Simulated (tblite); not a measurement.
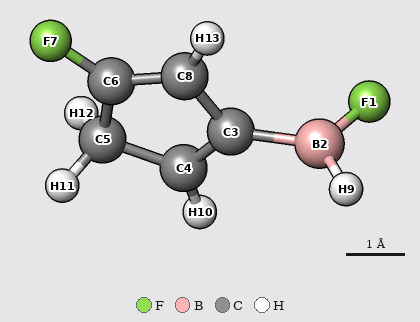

Fig. 1: The input geometry (ball-and-stick view, seen at a tilt; atoms are numbered from 1 in the order of the input). Bond lengths as drawn: B–C 1.56 Å, B–F 1.31 Å, B–H 1.18 Å, C–C 1.34 to 1.49 Å, C–F 1.34 Å and C–H 1.07 to 1.09 Å.

**Saddle-point search, with input and output: C5H5BF2**

- system: C5H5BF2
- method: GFN2-xTB saddle search (eigenvector following) and harmonic vibrations, gas phase (tblite 0.8.0)

The input:
```
{"job": {"xc": "GFN2-xTB", "basis": "xTB", "kind": "saddle"}, "charge": 0, "multiplicity": 1}
F      2.913737     0.510700    -1.162477
B      2.305169     0.186446    -0.044469
C      0.748181     0.043253    -0.016770
C      0.003100    -1.061363    -0.219210
C     -1.453050    -0.759280    -0.087023
C     -1.413155     0.694318     0.233843
F     -2.538870     1.388893     0.447673
C     -0.159020     1.157170     0.264780
H      3.000028     0.019355     0.890800
H      0.368805    -2.044433    -0.449680
H     -1.927681    -1.348945     0.700211
H     -2.004503    -0.951740    -1.010231
H      0.157258     2.165626     0.452552
```

The first line tells a small driver script what to run in tblite; the rest is the geometry in Å.

Hardware: 1 CPU thread, shared host.

Run as:
```bash
OMP_NUM_THREADS=1 python <driver script> task.json out
```

The program's output:
```
step      E/eV     max force
  0    -651.87798   0.0329
  1    -651.87920   0.0075
  2    -651.87920   0.0000
lowest wavenumbers (cm-1): -105.1 113.7 158.0 243.2 324.4 381.6
```

Trajectory as extended XYZ (Å, eV, eV/Å), 3 frames, from step=0 to step=2:
```
13
Properties=species:S:1:pos:R:3:forces:R:3 step=0 energy=-651.87798
F     2.9137    0.5107   -1.1625   -0.0150   0.0150  -0.0200
B     2.3052    0.1864   -0.0445    0.0250  -0.0130   0.0170
C     0.7482    0.0433   -0.0168    0.0050   0.0180  -0.0100
C     0.0031   -1.0614   -0.2192   -0.0290  -0.0040  -0.0150
C    -1.4531   -0.7593   -0.0870   -0.0100  -0.0110   0.0160
C    -1.4132    0.6943    0.2338    0.0190  -0.0110  -0.0110
F    -2.5389    1.3889    0.4477    0.0100   0.0140  -0.0120
C    -0.1590    1.1572    0.2648   -0.0050  -0.0230  -0.0030
H     3.0000    0.0194    0.8908   -0.0180   0.0110   0.0030
H     0.3688   -2.0444   -0.4497    0.0110  -0.0040  -0.0010
H    -1.9277   -1.3489    0.7002   -0.0040   0.0260   0.0040
H    -2.0045   -0.9517   -1.0102    0.0140  -0.0070   0.0050
H     0.1573    2.1656    0.4526   -0.0020  -0.0120   0.0250
13
Properties=species:S:1:pos:R:3:forces:R:3 step=1 energy=-651.87920
F     2.8994    0.5306   -1.1664   -0.0040  -0.0020   0.0060
B     2.3049    0.1893   -0.0453    0.0030   0.0010  -0.0030
C     0.7497    0.0299   -0.0130    0.0010   0.0000   0.0000
C    -0.0012   -1.0703   -0.2189    0.0000   0.0010   0.0000
C    -1.4562   -0.7603   -0.0889   -0.0010  -0.0010   0.0020
C    -1.4086    0.6941    0.2258    0.0030   0.0030   0.0000
F    -2.5295    1.3997    0.4299    0.0030  -0.0020  -0.0010
C    -0.1518    1.1473    0.2703   -0.0030   0.0010   0.0010
H     3.0039    0.0395    0.8891   -0.0020   0.0010  -0.0020
H     0.3615   -2.0543   -0.4512    0.0000   0.0000   0.0000
H    -1.9350   -1.3360    0.7059    0.0010   0.0020  -0.0030
H    -2.0068   -0.9607   -1.0104    0.0000   0.0000   0.0010
H     0.1696    2.1512    0.4731   -0.0010  -0.0040  -0.0010
13
Properties=species:S:1:pos:R:3:forces:R:3 step=2 energy=-651.87920
F     2.8989    0.5315   -1.1662    0.0000   0.0000   0.0000
B     2.3049    0.1893   -0.0453    0.0000   0.0000   0.0000
C     0.7497    0.0297   -0.0129    0.0000   0.0000   0.0000
C    -0.0012   -1.0705   -0.2188    0.0000   0.0000   0.0000
C    -1.4561   -0.7603   -0.0889    0.0000   0.0000   0.0000
C    -1.4084    0.6942    0.2257    0.0000   0.0000   0.0000
F    -2.5291    1.3998    0.4297    0.0000   0.0000   0.0000
C    -0.1517    1.1472    0.2702    0.0000   0.0000   0.0000
H     3.0038    0.0392    0.8889    0.0000   0.0000   0.0000
H     0.3614   -2.0545   -0.4511    0.0000   0.0000   0.0000
H    -1.9350   -1.3358    0.7059    0.0000   0.0000   0.0000
H    -2.0068   -0.9608   -1.0103    0.0000   0.0000   0.0000
H     0.1698    2.1509    0.4730    0.0000   0.0000   0.0000
```

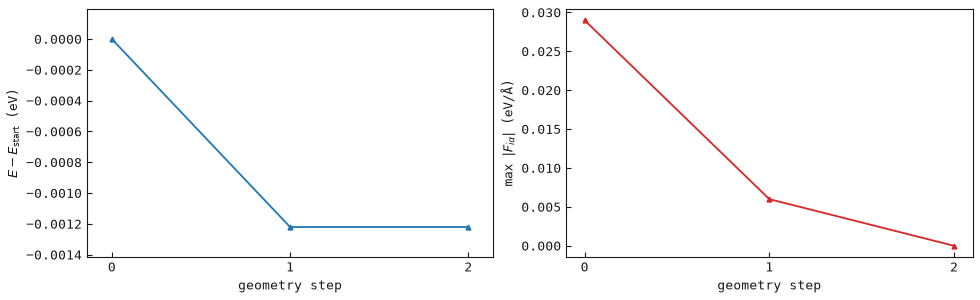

Fig. 2: Progress of the saddle-point search, step by step (steps are counted from 0).

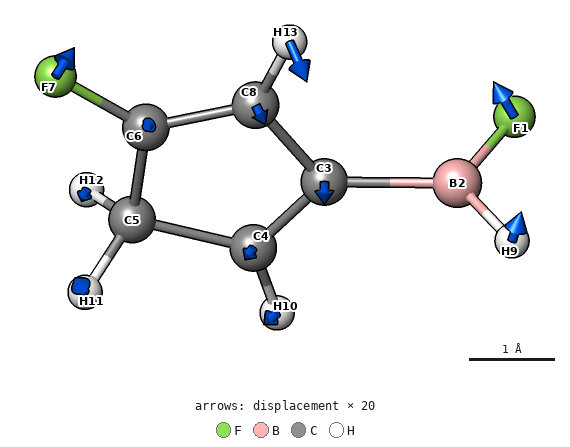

Fig. 3: The starting structure with the displacements as blue arrows, magnified 20 times (ball-and-stick view, seen at a tilt). The two geometries are laid on each other by the best rigid fit. The atom that moves furthest after the best rigid fit is H13 (0.028 Å). By element the largest moves are H 0.028 Å, F 0.026 Å, C 0.014 Å, B 0.003 Å. After 2 geometry steps the energy has fallen by 0.001 eV. Largest force component: 0.029 eV/Å at the start, under 0.0001 eV/Å at the end. (Atoms are counted from 1 in the order of the input.)

Key numbers:

| quantity | value |
| --- | --- |
| outcome | converged |
| total energy | −651.8792 eV |
| point group | C1 |
| wall time | 3.2 s |
| peak memory | 0.19 GiB |
